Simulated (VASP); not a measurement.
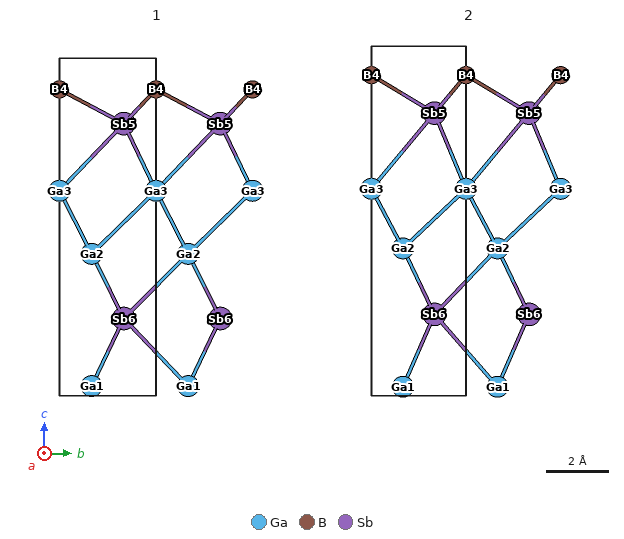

Two geometries of a crystal of Ga$_{3}$BSb$_{2}$ (a generated structure, set up in P3m1), drawn at one scale. One is the start of a relaxation, the other its converged end. Style: ball-and-stick. Shown: the cell of the calculation, repeated 1 × 2 × 1 with one cell outlined, along the a axis.

Method: VASP, Kohn-Sham DFT of a periodic cell, PBE, VASP PAW PBE potentials, recommended. (plane-wave cutoff 520 eV; k-point mesh 10 × 10 × 4; occupations gaussian; smearing width 0.1 eV; no spin polarisation)

### Which of the two is the end point?

Structure 2 is the relaxed one. The run lets cell and atoms move. The largest move relative to the cell is that of Ga3, 0.17 Å along −c. Largest moves by element: Ga 0.17 Å, B 0.11 Å, Sb 0.04 Å. Cell: a = b 3.608 → 3.534 Å (−2.1 %), c 10.929 → 11.313 Å (+3.5 %). Volume −0.7 %. Among the contacts that change: Ga3–Sb5 3.011 → 3.189 Å, Ga2–Ga3 2.916 → 2.807 Å, Ga1–B4 2.470 → 2.381 Å, Ga1–Sb6 3.020 → 3.105 Å. Bond angles that change, for instance: Sb5–Ga3–Sb5 73.6° → 67.3°, Ga2–Ga3–Sb5 178.2° → 173.1°, Ga1–B4–Sb5 175.5° → 180.0°. The space group stays P3m1 (No. 156). After 22 geometry steps the energy has fallen by 18.6 meV per atom. The largest force component goes from 0.57 to 0.0061 eV/Å. The pressure goes from 0.63 to 0.02 GPa.
